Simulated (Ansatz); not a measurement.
Consider CsSnI₃ in the cubic perovskite structure (space group Pm-3m, No. 221; a = 6.1305 Å). Axes: x, y, z lie along the cube axes.

Now apply this change: tensile biaxial strain of 2.50 % in the plane normal to [111], as in epitaxy on a mismatched substrate; the out-of-plane cell vector and the atoms relax.

The values are results of plane-wave PAW DFT at the PBEsol level (Ansatz, a program for electronic structure, 420 eV), spin-orbit coupling left out, not measurements.

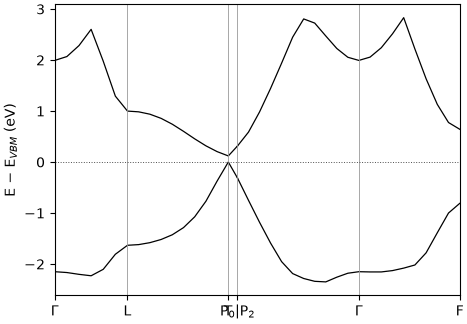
Fig. 1. Highest valence and lowest conduction band along the path of the changed cell's own zone

Question: From the figure, how large is the changed gap, and is it direct?

Answer: About 0.1 eV, direct at T.

Spin-orbit coupling, missing from the scalar runs, can matter with I. No phonon test of stability was made. Many cubic perovskites are stable only at high temperature; tilts and polar distortions were not tested. k-point labels follow each cell's own Brillouin zone.
